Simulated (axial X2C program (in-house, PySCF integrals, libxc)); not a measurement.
**TiLi⁺: bond curves with and without spin–orbit coupling**

What are the state, bond length, wavenumber and bond energy of TiLi⁺, and what does spin–orbit coupling change?

Computed with an in-house X2C program for linear molecules on PySCF integrals. Level: all-electron X2C, Ti dyall-cv3z, Li dyall-cv3z.

All values are calculated.

## (1) The job

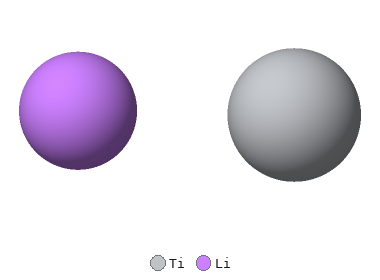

The two atoms at 2.690 Å (titanium light grey, lithium purple).

Contents of task.json:

```json
{
 "zs": [
  22,
  3
 ],
 "q": 1,
 "bas": [
  "dyall-cv3z",
  "dyall-cv3z"
 ],
 "levels": [
  "PBE0",
  "HF",
  "BHandHLYP"
 ],
 "cc": true,
 "r0": 2.69,
 "thr": -2.0,
 "nmax": 90,
 "npts": 10,
 "nst": 2,
 "ntry": 6
}
```

Keys: zs atomic numbers; q charge; bas basis sets; levels methods (HF also brings MP2); cc coupled cluster on or off; r0 starting distance in Å; thr threshold in hartree for freezing inner shells (an s shell follows its p shell); nmax most natural virtual spinors; npts points asked for on the curve; nst determinants followed; ntry starts of the search.

Launch:

```bash
> python so2c.py task.json out
```

Spin-free means the one-electron spin-free X2C Hamiltonian; two-component (2c) means X2C with spin–orbit coupling and atomic mean-field two-electron Coulomb and Gaunt terms. Basis: Ti dyall-cv3z contracted to [10s10p6d4f2g], Li dyall-cv3z contracted to [7s8p2d]; Gaussian nuclei, density fitting. Masses: Ti 47.948 u, Li 7.016 u.

Notation: σ, π±, δ± give the projection m of an orbital's angular momentum (0, ±1, ±2), α and β its spin, Λ and M_S the sums; ω is the projection of a spinor's total angular momentum and Ω the sum. Logs are in hartree.

The results follow Hamiltonian by Hamiltonian and level by level.

## (2) Search for the lowest determinant

PBE0 moves the distance from 2.690 Å to 3.045 Å and compares determinants there.

Spin-free determinants:

```
ΔE (eV)           state                              open shells
   0.00  M_S = 1, Λ = 2            beyond closed shells: σα, δ+α
   0.15  M_S = 1, Λ = 3           beyond closed shells: π+α, δ+α
   0.17  M_S = 2, Λ = 2  beyond closed shells: σα, π+α, π-α, δ+α
   0.27  M_S = 2, Λ = 3   beyond closed shells: 2 × σα, π+α, δ+α
   0.30  M_S = 1, Λ = 1           beyond closed shells: π-α, δ+α
   0.38  M_S = 2, Λ = 0   beyond closed shells: 2 × σα, δ+α, δ-α
   0.40  M_S = 2, Λ = 1   beyond closed shells: 2 × σα, π-α, δ+α
```

Two-component determinants:

| ΔE (eV) | state | open shells |
| --- | --- | --- |
| 0.00 | Ω = 1 | excess of +ω over −ω: ω = -1/2, ω = 3/2 |
| 0.03 | Ω = 3 | excess of +ω over −ω: ω = 1/2, ω = 5/2 |
| 0.15 | Ω = 2 | excess of +ω over −ω: ω = 1/2, ω = 3/2 |
| 0.19 | Ω = 4 | excess of +ω over −ω: ω = 3/2, ω = 5/2 |
| 0.30 | Ω = 5 | excess of +ω over −ω: 2 × ω = 1/2, ω = 3/2, ω = 5/2 |
| 0.32 | Ω = 2 | excess of +ω over −ω: ω = -1/2, ω = 5/2 |
| 0.73 | Ω = 1 | excess of +ω over −ω: ω = -3/2, ω = 5/2 |

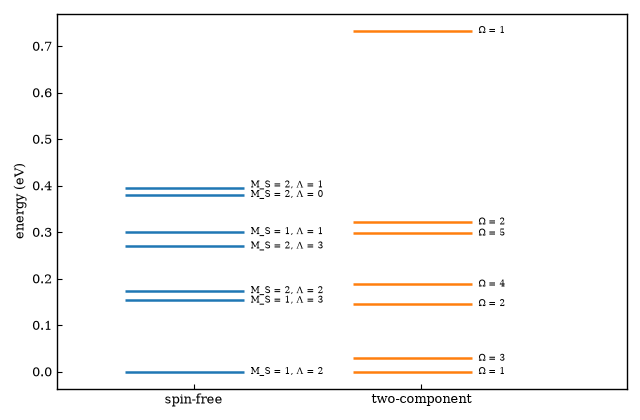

The determinants found, each set from its own lowest.

## (3) PBE0, spin-free

State followed: M_S = 1, Λ = 2 (beyond closed shells: σα, δ+α). The scan is laid around 3.045 Å, a first estimate of the minimum, and this SCF restarts from the orbitals of the search.

The SCF at the reference distance of 3.045 Å:

```text
spin-free X2C-1e  PBE0
basis functions 157  fitting functions 839  grid points 5086
iter        total energy     max residual
   1       -860.832110778     4.57e-05
   2       -860.832110832     3.04e-05
   3       -860.832110842     1.36e-05
   4       -860.832110845     5.20e-06
converged
one-electron -1197.01390115  Coulomb 368.54467460  exact exchange -10.75558565  xc functional -33.07714952  nuclear repulsion 11.46985088
```

Along the bond, energies from the lowest point:

```tsv
R (Å)	E (eV)	μ (D)	HOMO (eV)	LUMO (eV)	iterations
2.862	0.0288	5.04	-9.95	-7.56	14
2.954	0.0064	5.33	-9.87	-7.52	13
3.045	0.0000	5.65	-9.79	-7.48	4
3.152	0.0082	6.03	-9.69	-7.43	14
3.258	0.0294	6.42	-9.59	-7.38	12
3.395	0.0701	6.95	-9.47	-7.31	13
```

Dipoles are positive if Li is the positive end and refer to the centre of mass.

Outer orbitals at the reference distance:

```
symmetry  occupied  ε (eV)              atomic character
      σα       yes  -11.75                      99% Ti d
     δ+α       yes  -11.53                     100% Ti d
      σα       yes  -10.00  69% Ti s, 15% Li p, 14% Li s
      σβ       yes   -9.79  48% Ti s, 23% Li s, 17% Li p
     δ-α        no   -7.48                     100% Ti d
     π+α        no   -7.18                      97% Ti d
     π-α        no   -7.05             97% Ti d, 2% Li p
     π+β        no   -6.42             91% Ti d, 6% Li p
```

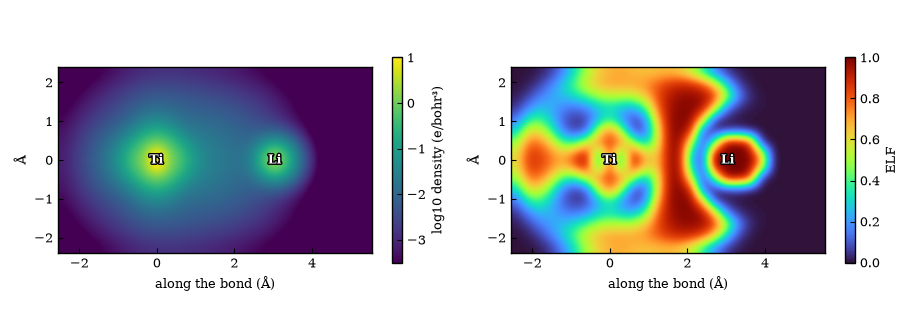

PBE0 fields in a plane through the axis, from a grid of 0.3 Å; Ti lies at z = 0 and Li at z = 3.045 Å; the ELF is damped to zero where the density is low.

Re = 3.042 Å, ωe = 259.8 cm⁻¹, Be = 0.2976 cm⁻¹, De = 1.18 eV, μ = 5.64 D.

## (4) HF, spin-free

Output at 3.045 Å:

```text
spin-free X2C-1e  HF
basis functions 157  fitting functions 839  grid points 5086
iter        total energy     max residual
   1       -860.021718290     1.91e-01
   2       -860.033775878     8.61e-03
   3       -860.035458238     1.65e-02
   4       -860.036080204     8.04e-03
   5       -860.036499303     2.81e-03
   6       -860.036867201     8.04e-03
   7       -860.037134132     7.57e-03
   8       -860.037256752     2.48e-03
   9       -860.037280673     3.87e-04
  10       -860.037284255     5.12e-04
  11       -860.037284738     1.28e-04
  12       -860.037284791     1.52e-05
  13       -860.037284799     2.03e-05
  14       -860.037284801     6.33e-06
  15       -860.037284801     1.34e-06
converged
one-electron -1196.78264745  Coulomb 368.36906910  exact exchange -43.09355732  xc functional 0.00000000  nuclear repulsion 11.46985088
```

No constants are quoted: too few points lie around the minimum for a second fit to confirm the first.

## (5) BHandHLYP, spin-free

The SCF at the reference distance of 3.045 Å:

```text
spin-free X2C-1e  BHandHLYP
basis functions 157  fitting functions 839  grid points 5086
iter        total energy     max residual
   1       -861.044186035     6.07e-02
   2       -861.045607669     3.07e-03
   3       -861.045847297     7.31e-03
   4       -861.045939899     3.36e-03
   5       -861.045975515     4.02e-04
   6       -861.045985500     7.86e-04
   7       -861.045987933     3.42e-04
   8       -861.045988493     6.27e-05
   9       -861.045988578     5.49e-05
  10       -861.045988584     1.03e-05
converged
one-electron -1197.11007916  Coulomb 368.65667847  exact exchange -21.52160965  xc functional -22.54082913  nuclear repulsion 11.46985088
```

Re = 3.047 Å, ωe = 259.0 cm⁻¹, Be = 0.2968 cm⁻¹, De = 1.20 eV, μ = 5.68 D.

## (6) Correlated methods, spin-free

Correlated methods: 12 electrons correlated (frozen shells, counted by type: Ti 2 s, 1 p; Li 1 s), 256 virtual spinors in MP2, 90 natural virtuals in coupled cluster.

Output of the correlated part at 3.045 Å:

```text
correlated 12  virtual 256  natural virtual 90  E(MP2) -0.341936673  MP2 remainder -0.011699584
iter   CCSD correlation   residual
   1     -0.346138024   1.15e-01
   2     -0.356206840   6.74e-02
   3     -0.358112869   3.80e-02
   4     -0.358840879   2.03e-02
   5     -0.359477619   7.82e-03
   6     -0.359587855   3.22e-03
   7     -0.359590507   1.63e-03
   8     -0.359579399   7.35e-04
   9     -0.359587011   3.13e-04
  10     -0.359589101   1.22e-04
  11     -0.359589165   6.22e-05
  12     -0.359588918   3.87e-05
  13     -0.359589132   2.37e-05
  14     -0.359589660   1.16e-05
  15     -0.359589890   5.23e-06
  16     -0.359589931   2.54e-06
  17     -0.359589942   1.34e-06
(T) -0.010517277  T1 0.0706  D1 0.1988  max T2 0.143
```

T1 in the output is the amplitude norm over the root of the electron number; divide by √2 for the Lee–Taylor value.

MP2: No constants are quoted: the reference is strongly spin-contaminated.

CCSD: Re = 3.024 Å, ωe = 268.7 cm⁻¹, Be = 0.3011 cm⁻¹, De = 1.11 eV. T1 at Re = 0.050 (Lee–Taylor, the printed value over √2).

CCSD(T): Re = 3.012 Å, ωe = 272.4 cm⁻¹, Be = 0.3035 cm⁻¹, De = 1.08 eV. T1 at Re = 0.049 (Lee–Taylor, the printed value over √2).

## (7) A higher determinant, spin-free

State: M_S = 1, Λ = 3 (beyond closed shells: π+α, δ+α).

Output at the reference distance:

```text
spin-free X2C-1e  PBE0
basis functions 157  fitting functions 839  grid points 5086
iter        total energy     max residual
   1       -860.826474683     1.77e-05
   2       -860.826474686     1.70e-05
converged
one-electron -1197.25243464  Coulomb 368.78825923  exact exchange -10.75550004  xc functional -33.07665012  nuclear repulsion 11.46985088
```

```tsv
R (Å)	E above the lowest PBE0 point (eV)
2.862	0.176
2.954	0.157
3.045	0.153
3.152	0.164
3.258	0.186
3.395	0.227
```

Re = 3.025 Å, ωe = 257.0 cm⁻¹, Be = 0.3011 cm⁻¹, μ = 5.54 D. Te = 0.15 eV.

## (8) The spin-free curves together

Energy (eV) of the followed determinant, spin-free, from each level's lowest point:

```tsv
R (Å)	PBE0	HF	MP2 (spin-contaminated)	CCSD	CCSD(T)	BHandHLYP
2.862	0.029	0.136	0.012	0.024	0.021	0.030
2.954	0.006	0.080	0.000	0.004	0.002	0.007
3.045	0.000	0.040	0.001	0.000	0.000	0.000
3.152	0.008	0.012	0.015	0.011	0.014	0.008
3.258	0.029	0.000	0.040	0.036	0.040	0.028
3.395	0.070	0.002	0.082	0.082	0.088	0.068
```

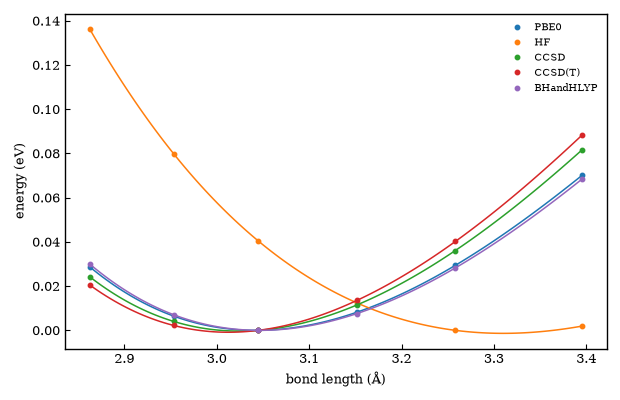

Curves of the followed state, spin-free, each from its own lowest point. Left out: MP2.

## (9) PBE0, 2c

State followed: Ω = 1 (excess of +ω over −ω: ω = -1/2, ω = 3/2). The scan is laid around 3.045 Å, a first estimate of the minimum, and this SCF restarts from the orbitals of the search.

Output at 3.045 Å:

```text
two-component X2C + atomic mean field  PBE0
basis functions 157  fitting functions 839  grid points 5086
iter        total energy     max residual
   1       -860.644755893     7.26e-05
   2       -860.644755906     7.14e-05
   3       -860.644755941     1.42e-05
   4       -860.644755947     1.14e-05
converged
one-electron -1196.54653453  Coulomb 368.44537284  exact exchange -10.75271683  xc functional -33.06837944  nuclear repulsion 11.46985088  atomic mean-field constant -0.19234886
```

Along the bond, energies from the lowest point:

```tsv
R (Å)	E (eV)	μ (D)	HOMO (eV)	LUMO (eV)	iterations
2.862	0.0288	5.04	-9.95	-7.55	14
2.954	0.0064	5.33	-9.87	-7.51	13
3.045	0.0000	5.64	-9.78	-7.47	4
3.152	0.0082	6.02	-9.69	-7.42	14
3.258	0.0294	6.42	-9.59	-7.37	12
3.395	0.0700	6.95	-9.47	-7.30	13
```

Dipoles are positive if Li is the positive end and refer to the centre of mass.

Outer spinors at the reference distance:

| ω | occupied | ε (eV) | atomic character | λ mixture |
| --- | --- | --- | --- | --- |
| -1/2 | yes | -11.75 | 99% Ti d | 100% σ |
| 3/2 | yes | -11.55 | 100% Ti d | 100% δ |
| -1/2 | yes | -10.00 | 69% Ti s, 15% Li p, 14% Li s | 100% σ |
| 1/2 | yes | -9.78 | 48% Ti s, 23% Li s, 17% Li p | 100% σ |
| -5/2 | no | -7.47 | 100% Ti d | 100% δ |
| 1/2 | no | -7.19 | 97% Ti d | 100% π |
| -3/2 | no | -7.05 | 97% Ti d, 2% Li p | 100% π |
| -1/2 | no | -6.43 | 91% Ti d, 6% Li p | 100% π |

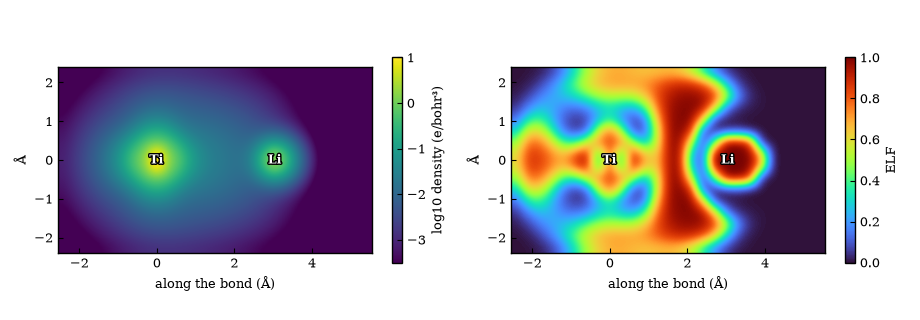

PBE0 fields in a plane through the axis, from a grid of 0.3 Å; Ti lies at z = 0 and Li at z = 3.045 Å; the ELF is damped to zero where the density is low.

Re = 3.042 Å, ωe = 259.7 cm⁻¹, Be = 0.2976 cm⁻¹, De = 1.20 eV, μ = 5.63 D.

## (10) HF, 2c

Output at 3.045 Å:

```text
two-component X2C + atomic mean field  HF
basis functions 157  fitting functions 839  grid points 5086
iter        total energy     max residual
   1       -859.834527012     1.91e-01
   2       -859.846589462     8.60e-03
   3       -859.848274958     1.65e-02
   4       -859.848897406     8.05e-03
   5       -859.849316074     2.80e-03
   6       -859.849683548     8.04e-03
   7       -859.849950669     7.58e-03
   8       -859.850073772     2.49e-03
   9       -859.850098060     3.91e-04
  10       -859.850101794     5.25e-04
  11       -859.850102388     1.36e-04
  12       -859.850102540     7.46e-05
  13       -859.850102679     1.41e-04
  14       -859.850102884     1.75e-04
  15       -859.850103130     1.27e-04
  16       -859.850103338     4.67e-05
  17       -859.850103438     3.28e-05
  18       -859.850103466     2.98e-05
  19       -859.850103471     1.03e-05
  20       -859.850103473     4.24e-06
  21       -859.850103474     6.23e-06
  22       -859.850103474     6.63e-06
  23       -859.850103475     3.31e-06
  24       -859.850103475     8.87e-07
converged
one-electron -1196.31558824  Coulomb 368.27006132  exact exchange -43.08207857  xc functional 0.00000000  nuclear repulsion 11.46985088  atomic mean-field constant -0.19234886
```

No constants are quoted: too few points lie around the minimum for a second fit to confirm the first.

## (11) BHandHLYP, 2c

Output at 3.045 Å:

```text
two-component X2C + atomic mean field  BHandHLYP
basis functions 157  fitting functions 839  grid points 5086
iter        total energy     max residual
   1       -860.856799709     6.07e-02
   2       -860.858222842     3.08e-03
   3       -860.858463495     7.34e-03
   4       -860.858556559     3.37e-03
   5       -860.858592396     3.98e-04
   6       -860.858602493     7.93e-04
   7       -860.858605003     3.48e-04
   8       -860.858605610     6.41e-05
   9       -860.858605721     6.51e-05
  10       -860.858605745     2.18e-05
  11       -860.858605773     3.73e-05
  12       -860.858605796     5.36e-05
  13       -860.858605807     2.80e-05
  14       -860.858605809     4.94e-06
converged
one-electron -1196.64250992  Coulomb 368.55715812  exact exchange -21.51587049  xc functional -22.53488554  nuclear repulsion 11.46985088  atomic mean-field constant -0.19234886
```

Re = 3.047 Å, ωe = 258.9 cm⁻¹, Be = 0.2967 cm⁻¹, De = 1.22 eV, μ = 5.68 D.

## (12) Correlated methods, 2c

Correlated methods: 12 electrons correlated (frozen shells, counted by type: Ti 2 s, 1 p; Li 1 s), 256 virtual spinors in MP2, 90 natural virtuals in coupled cluster.

Output of the correlated part at 3.045 Å:

```text
correlated 12  virtual 256  natural virtual 90  E(MP2) -0.342121016  MP2 remainder -0.011708467
iter   CCSD correlation   residual
   1     -0.346306492   1.15e-01
   2     -0.356376461   6.74e-02
   3     -0.358284565   3.80e-02
   4     -0.359011257   2.03e-02
   5     -0.359647656   7.82e-03
   6     -0.359757950   3.22e-03
   7     -0.359760637   1.63e-03
   8     -0.359749533   7.38e-04
   9     -0.359757166   3.18e-04
  10     -0.359759286   1.31e-04
  11     -0.359759333   7.36e-05
  12     -0.359759008   5.05e-05
  13     -0.359759242   3.43e-05
  14     -0.359759932   2.06e-05
  15     -0.359760267   1.30e-05
  16     -0.359760305   9.42e-06
  17     -0.359760260   6.44e-06
  18     -0.359760196   3.70e-06
  19     -0.359760193   1.58e-06
(T) -0.010532769  T1 0.0706  D1 0.1988  max T2 0.140
```

MP2: No constants are quoted: the reference is strongly spin-contaminated.

CCSD: Re = 3.025 Å, ωe = 268.7 cm⁻¹, Be = 0.3011 cm⁻¹, De = 1.12 eV. T1 at Re = 0.050 (Lee–Taylor, the printed value over √2).

CCSD(T): Re = 3.013 Å, ωe = 272.4 cm⁻¹, Be = 0.3035 cm⁻¹, De = 1.10 eV. T1 at Re = 0.049 (Lee–Taylor, the printed value over √2).

## (13) A higher determinant, 2c

State: Ω = 3 (excess of +ω over −ω: ω = 1/2, ω = 5/2).

Output at the reference distance:

```text
two-component X2C + atomic mean field  PBE0
basis functions 157  fitting functions 839  grid points 5086
iter        total energy     max residual
   1       -860.643708514     4.14e-05
   2       -860.643708518     3.89e-05
   3       -860.643708527     5.64e-06
converged
one-electron -1196.53641350  Coulomb 368.43580739  exact exchange -10.75262504  xc functional -33.06797939  nuclear repulsion 11.46985088  atomic mean-field constant -0.19234886
```

```tsv
R (Å)	E above the lowest PBE0 point (eV)
2.862	0.057
2.954	0.035
3.045	0.029
3.152	0.037
3.258	0.058
3.395	0.099
```

Re = 3.042 Å, ωe = 259.7 cm⁻¹, Be = 0.2976 cm⁻¹, μ = 5.64 D. Te = 0.03 eV.

## (14) The 2c curves together

Energy (eV) of the followed determinant, 2c, from each level's lowest point:

```tsv
R (Å)	PBE0	HF	MP2 (spin-contaminated)	CCSD	CCSD(T)	BHandHLYP
2.862	0.029	0.136	0.012	0.024	0.021	0.030
2.954	0.006	0.080	0.000	0.004	0.002	0.007
3.045	0.000	0.040	0.001	0.000	0.000	0.000
3.152	0.008	0.012	0.015	0.011	0.013	0.008
3.258	0.029	0.000	0.040	0.036	0.040	0.028
3.395	0.070	0.002	0.082	0.082	0.088	0.068
```

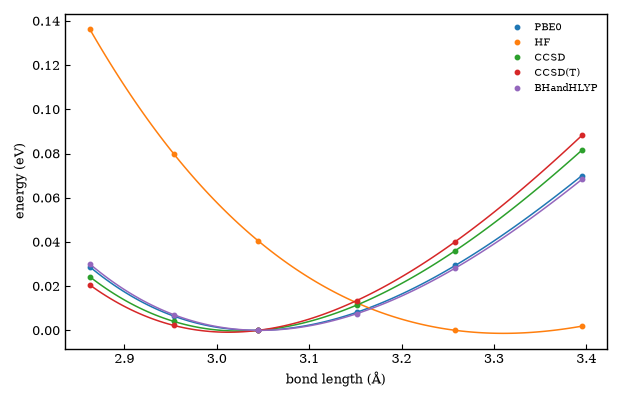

Curves of the followed state, 2c, each from its own lowest point. Left out: MP2.

The whole job took 3.6 min on 1 thread of Intel Xeon 6975P-C (Granite Rapids), shared host; peak memory 0.73 GiB.

## (15) What came out

Lowest determinant that the search found at its distance, spin-free: M_S = 1, Λ = 2 (beyond closed shells: σα, δ+α).

Lowest determinant that the search found at its distance, 2c: Ω = 1 (excess of +ω over −ω: ω = -1/2, ω = 3/2).

```json
{"Hamiltonian": "spin-free", "level": "PBE0", "Re (Å)": "3.042", "ωe (cm⁻¹)": "259.8", "De (eV)": "1.18", "μ (D)": "5.64"}
{"Hamiltonian": "spin-free", "level": "CCSD", "Re (Å)": "3.024", "ωe (cm⁻¹)": "268.7", "De (eV)": "1.11", "μ (D)": "n/a"}
{"Hamiltonian": "spin-free", "level": "CCSD(T)", "Re (Å)": "3.012", "ωe (cm⁻¹)": "272.4", "De (eV)": "1.08", "μ (D)": "n/a"}
{"Hamiltonian": "spin-free", "level": "BHandHLYP", "Re (Å)": "3.047", "ωe (cm⁻¹)": "259.0", "De (eV)": "1.20", "μ (D)": "5.68"}
{"Hamiltonian": "2c", "level": "PBE0", "Re (Å)": "3.042", "ωe (cm⁻¹)": "259.7", "De (eV)": "1.20", "μ (D)": "5.63"}
{"Hamiltonian": "2c", "level": "CCSD", "Re (Å)": "3.025", "ωe (cm⁻¹)": "268.7", "De (eV)": "1.12", "μ (D)": "n/a"}
{"Hamiltonian": "2c", "level": "CCSD(T)", "Re (Å)": "3.013", "ωe (cm⁻¹)": "272.4", "De (eV)": "1.10", "μ (D)": "n/a"}
{"Hamiltonian": "2c", "level": "BHandHLYP", "Re (Å)": "3.047", "ωe (cm⁻¹)": "258.9", "De (eV)": "1.22", "μ (D)": "5.68"}
```

Dipoles are positive if Li is the positive end and refer to the centre of mass. No constants: spin-free HF (too few points lie around the minimum for a second fit to confirm the first); spin-free MP2 (the reference is strongly spin-contaminated); 2c HF (too few points lie around the minimum for a second fit to confirm the first); 2c MP2 (the reference is strongly spin-contaminated).

Time per point (s) on 1 thread of Intel Xeon 6975P-C (Granite Rapids), shared host (2c runs; CCSD comes with the CCSD(T) run); the times are rough: PBE0 0.48, CCSD(T) 8.2, BHandHLYP 0.55.

At CCSD(T), going from spin-free to two-component changes Re by 0 mÅ, ωe by 0.0 %; the spin-free picture holds up (part of it comes from the scalar share of the two-electron terms). De moves by +0.01 eV; both De rest on single-determinant atoms, which can miss part of an open shell's spin–orbit lowering.

De refers to Ti + Li+, each in the lowest determinant found, which need not be this curve's own limit. The state is a single determinant with fixed occupations, the lowest that a limited PBE0 search found. De is counted from the lowest determinant-based energies of the atoms at the same level, without counterpoise correction. Density functionals use the spin component along the axis (collinear). Coupled cluster ran in a truncated set of natural virtual spinors; the MP2 energy of the rest was added. With several unpaired electrons one determinant need not be a pure state. The spin-free determinant is spin-contaminated at some levels. T1 at Re is 0.050 (Lee–Taylor), above the customary mark of 0.02.
